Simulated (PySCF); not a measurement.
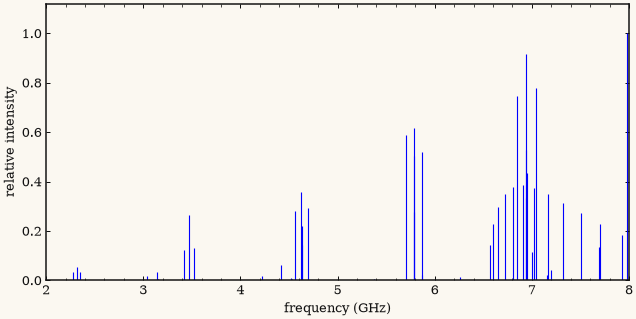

Simulated rotational absorption lines between 2 and 8 GHz at 2 K: rigid rotor with the equilibrium constants and dipole of one optimised conformer (PBE0-D3(BJ)/def2-SVP, PySCF 2.14.0), commonest isotopes; no centrifugal distortion, hyperfine structure, internal rotation or nuclear-spin weights; lines within 1 MHz of each other are summed.

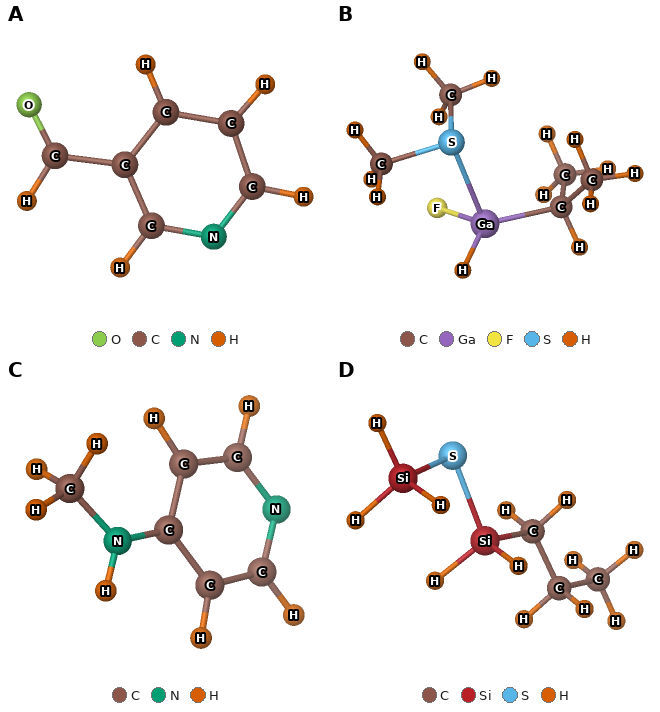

### Which molecule gives this spectrum? Choose among the lettered structures.

Structure D, C₃H₁₂SSi₂, SMILES CCC[SiH2]S[SiH3]. Rotational constants A, B, C = 7.134, 0.5950, 0.5622 GHz, |μa|, |μb|, |μc| = 1.09, 0.75, 0.02 D.

Note: coarse grid, loose stop and no frequency check, small forces are noise and the end may be a saddle.
